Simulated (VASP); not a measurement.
Band structure of TaAl (relaxed from the NiAs type structure, space group P6_3/mmc). Computed with PBEsol GGA, VASP's PBE PAW potentials (set 64) (plane waves; VASP).

Unless said otherwise, spin-orbit coupling is left out, though it shifts the bands of the heavy elements here.

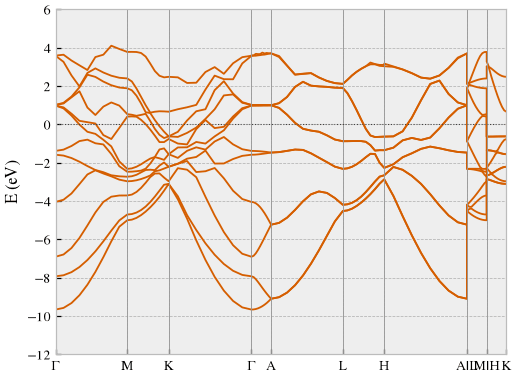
*Bands along high-symmetry lines, zero at the valence-band maximum or, without a gap, the Fermi level*

Q: Read the plot: is there a gap, and where are the band edges?

A: It has no gap at this level: it comes out as a metal or semimetal. (Edges off the drawn lines would not show.)

The structure was generated: TaAl was put into the NiAs type type (P6_3/mmc), which need not be its known phase. It was relaxed first, which changed the volume by -44 %.
